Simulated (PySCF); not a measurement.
SiC (charge −1, doublet)

```yaml
atoms:
  - { symbol: Si, position_ang: [0.0000, 0.0000, -0.5076] }
  - { symbol: C, position_ang: [0.0000, 0.0000, 1.1834] }
```

⟨S²⟩ = 0.82, above the pure value of 0.75.

Level of theory: PBE0/aug-cc-pVDZ-DK/X2C, spin-free X2C-1e, Gaussian nucleus, at a bond length of 1.691 Å (PySCF).

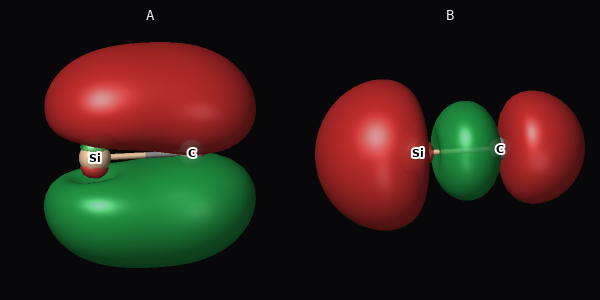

Figure 1. Two frontier α-spin orbitals, each drawn at the value that holds 80 % of its norm (green and red are the two phases), in no order; of a degenerate pair one member is drawn.

Q: Name the orbitals and rank them from lowest to highest energy.

A: Orbital B: σ, occupied in this spin, −1.56 eV; shared between the atoms (Si 55 %, C 45 %).
Orbital A: π, occupied in this spin, −0.80 eV; bonding, with no node between the atoms.

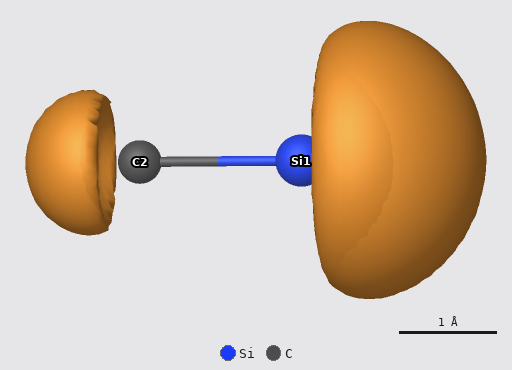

Figure 2. Isosurface of the electron localisation function at 0.85 (orange), seen from one side. Core shells and regions of very low density are left out.

Q: Describe the localisation domains.

A: At this value the surface marks out one lobe on C, pointing away from the bonds (non-bonding electrons) and one lobe on Si, pointing away from the bonds (non-bonding electrons). Along the contacts the grid gives the following. C–Si (1.69 Å): the ELF peaks at about 0.80 between the atoms (localised, covalent bonding).

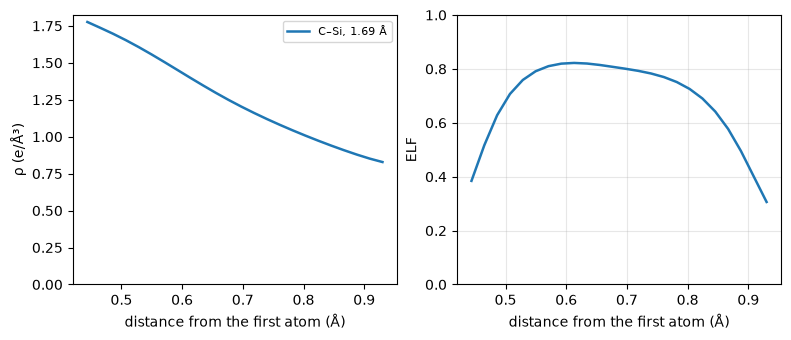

Figure 3. Electron density and ELF along straight lines between neighbouring atoms. The curves leave out the atomic cores.

Q: What can be read from the curves?

A: C–Si (1.69 Å): ρ at the midpoint is about 0.94 e/Å³; the ELF peaks at about 0.80 between the atoms; localised, covalent bonding.
